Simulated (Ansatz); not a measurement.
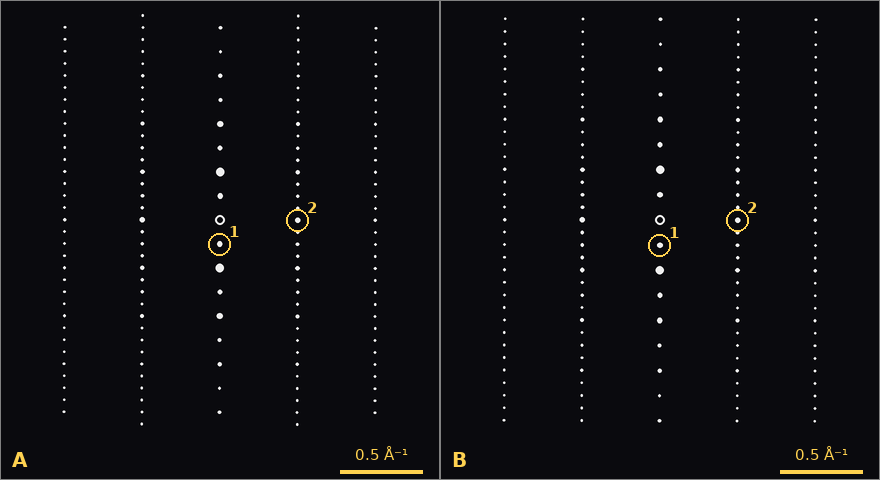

Kinematic electron diffraction patterns (120 kV, B = 0.5 Å², same scale) along [100] of the run's own cell, for the start and the end of one relaxation of BeC2 with DFT r2SCAN, scalar-relativistic, plane waves, PAW (Ansatz). k mesh 18×18×4. The start is a generated model structure, and the relaxation ends in the nearest stationary point of its symmetry, not necessarily the ground state. Spot 1 is 0 0 -2 and spot 2 is 0 1 0 in both.

Start structure:

```
Be C
1.0
     2.42186    0.00000    0.00000
    -1.21093    2.09739    0.00000
     0.00000    0.00000   12.98991
Be C
2 4
Direct
  0.33333 0.66667 0.25000
  0.66667 0.33333 0.75000
  0.33333 0.66667 0.50003
  0.66667 0.33333 0.00003
  0.33333 0.66667 0.99997
  0.66667 0.33333 0.49997
```

Question: Which pattern belongs to the start structure, and which to the relaxed one?

Answer: B is the start: its cell gives d(1) = 6.495 Å, d(2) = 2.097 Å and an angle of 90.0°. A is the relaxed structure, with d(1) = 6.782 Å (+4.4 %), d(2) = 2.097 Å (-0.0 %) and 90.0°.

Question: What did the relaxation do to the structure and the energy?

Answer: The volume changed by +4.4 % to 11.48 Å³ an atom; the fractional coordinates hardly changed; the space group stayed P6_3/mmc (No. 194); the free energy fell by 1 meV an atom. Relaxed cell: a = 2.422 Å, b = 2.422 Å, c = 13.564 Å, α = 90.00°, β = 90.00°, γ = 120.00°.
